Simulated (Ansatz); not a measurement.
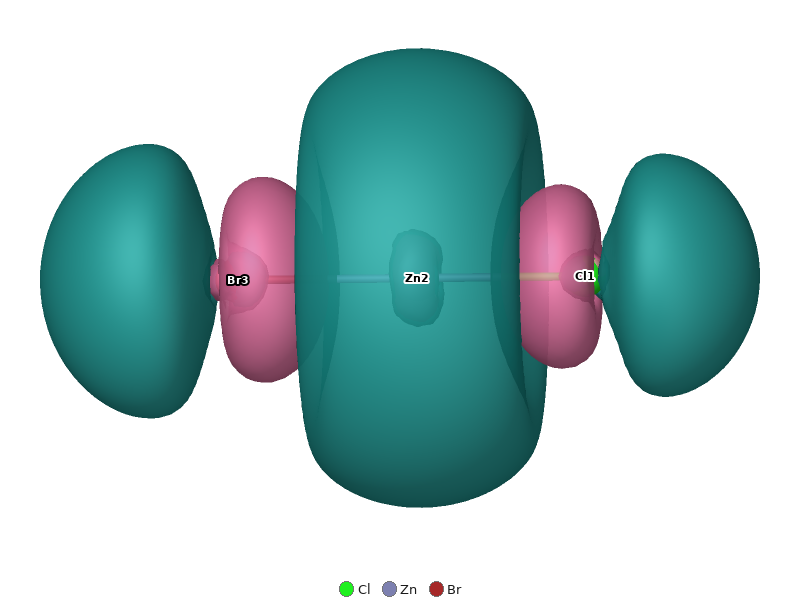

*BrClZn (SMILES [Cl][Zn][Br]). One frontier orbital at ±0.04 Å⁻³ᐟ² (teal and pink are the two phases), seen from one side.*

Geometry: PBE0-D4/def2-TZVP.

Computed with Ansatz, RKS PBE0-D4/def2-TZVPP.

Which orbital is it: HOMO or LUMO?

Answer. The LUMO, at −1.71 eV. Its weight (Hirshfeld) is mainly on Zn2 (about 55 %), Br3 (about 25 %) and Cl1 (about 20 %); it is of σ type.
